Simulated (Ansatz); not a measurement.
Al$_{2}$FH$_{7}$NO$_{4}$ (doublet)

The calculation's input:

```
crystal:
  periodic: [false, false, false]
  atoms:
    - {symbol: Al, position_ang: [-1.025441, -0.716506, -0.223554]}
    - {symbol: O, position_ang: [0.418832, -0.335225, -1.157172]}
    - {symbol: Al, position_ang: [-0.085731, 1.279510, -1.778022]}
    - {symbol: O, position_ang: [-1.670459, 0.874909, -0.743619]}
    - {symbol: O, position_ang: [0.704316, 2.568154, -0.962711]}
    - {symbol: F, position_ang: [-2.018618, -2.010495, -0.498159]}
    - {symbol: H, position_ang: [0.916338, -0.905244, 1.221776]}
    - {symbol: N, position_ang: [-0.344626, -0.789715, 1.535548]}
    - {symbol: H, position_ang: [1.346763, -0.560097, -0.403605]}
    - {symbol: O, position_ang: [1.953429, -0.813826, 0.601689]}
    - {symbol: H, position_ang: [-2.559812, 1.202144, -0.868019]}
    - {symbol: H, position_ang: [1.039990, 3.320165, -1.446963]}
    - {symbol: H, position_ang: [-0.688245, -1.543097, 2.119385]}
    - {symbol: H, position_ang: [-0.424494, 0.068369, 2.071028]}
    - {symbol: H, position_ang: [2.437760, -1.639147, 0.532098]}
basis:
  gaussian: {orbitals: def2-TZVPP}
magnetization: {spin_polarized: true, initial_magnetization: 1}
hamiltonian: {xc: pbe0, dispersion: d4}
output: {orbitals: {seedname: orbitals}}
```

Launched as:

```sh
ansatz run in.yaml --threads 4 --pin off --events-out ev --progress --plain --max-ram 46080MiB --backend cuda --devices 0, --max-vram 37GiB
```

A transition-state structure; geometry: PBE0-D4/def2-TZVP.

Theory: UKS PBE0-D4/def2-TZVPP in Ansatz 0.2.0.

Question: What will maps of the electron density, electron localisation function and spin density show?

Answer: Al–F (1.65 Å): the density is about 0.91 e/Å³ at the midpoint; the ELF peaks at about 0.85 in the valence shell of F, 0.6 Å from its nucleus, and is about 0.35 at the midpoint.
Al–O (1.72 Å): ρ at the midpoint is about 0.88 e/Å³; the ELF peaks at about 0.85 in the valence shell of O, 0.6 Å from its nucleus, and is about 0.50 at the midpoint.
Al–N (1.89 Å): the density is about 0.72 e/Å³ at the midpoint; the ELF peaks at about 0.95 in the valence shell of N, 0.7 Å from its nucleus, and is about 0.75 at the midpoint.
O–H (0.96 Å): ρ is about 3.8 e/Å³ halfway; the ELF climbs to about 1 towards the hydrogen, as it does in any bond to H; an ordinary covalent bond to hydrogen.
The unpaired spin (1 electron) lies mostly on Al3 (about 0.8), in electrons by Hirshfeld's partition.

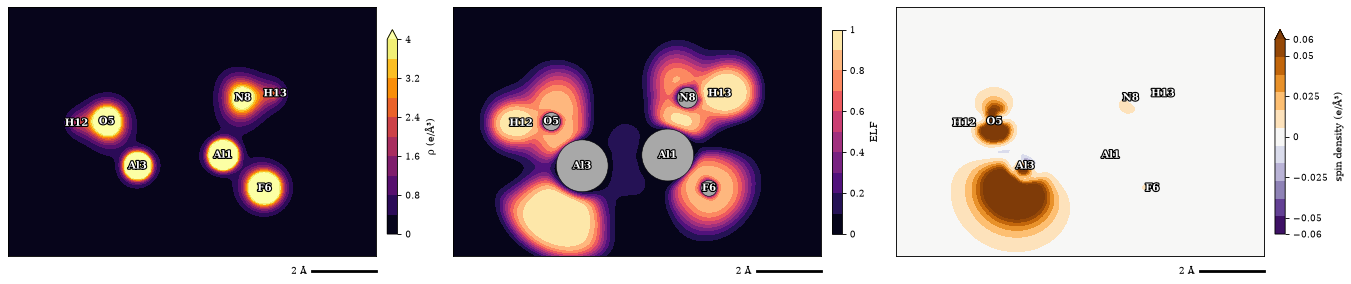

Computed electron density, electron localisation function and spin density on the plane of atoms F6, Al1 and N8, in this order. Grey discs cover the atomic cores in the ELF map. 
